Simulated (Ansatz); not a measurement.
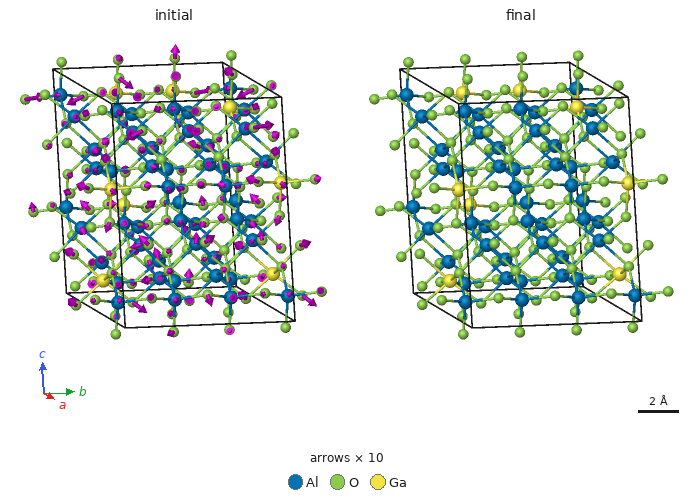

The structure of solid Al42O72Ga6 (a generated structure) before (left) and after (right) a relaxation, at one scale. The purple arrows give the displacements, 10 times their true length.

Style: ball-and-stick. Shown: the cell of the calculation, slightly off an axis.

Theory: Ansatz, DFT, PBEsol, PAW, plane waves. (plane-wave cutoff 420 eV; k-point mesh 1 × 1 × 1; mesh shifted by (0.25, 0.25, 0.25); no spin polarisation; cell relaxed at fixed alpha, beta, gamma; force threshold 0.03 eV/Å; at most 80 steps)

**What changed between the two?**

Over 3 accepted moves (4 points after the start) the energy falls by 20.0 meV per atom. The largest force component goes from 3.7 to 0.025 eV/Å. Pressure: 0.88 GPa at the start and 0.01 GPa at the end. The SCF was repeated once at an unchanged geometry on a basis and grid sized afresh for the cell, which shifted the energy by less than 0.05 meV per atom at most. An O atom moves most relative to the cell: 0.13 Å along [−1 3 0]. Largest moves by element: O 0.13 Å, Al 0.07 Å, Ga 0.05 Å. The volume changes by −0.1 %, with a 11.868 → 11.869 Å (0.0 %), b 8.804 → 8.795 Å (−0.1 %), c unchanged at 11.312 Å. Near-neighbour distances that change, for instance: Al–O 1.863 → 1.754 Å, Ga–O 1.723 → 1.831 Å, Ga–O 1.767 → 1.865 Å, Ga–O 1.848 → 1.935 Å. Among the angles between lasting bonds that change: Al–O–Al 121.4° → 127.7°, O–Al–O 166.7° → 172.4°, O–Al–O 112.7° → 107.1°. The space group stays P1 (No. 1). Cost: 10 s on 1 × NVIDIA H100 80GB HBM3 with 4 threads of AMD EPYC 7R13 Processor, peak memory 1.3 GiB.
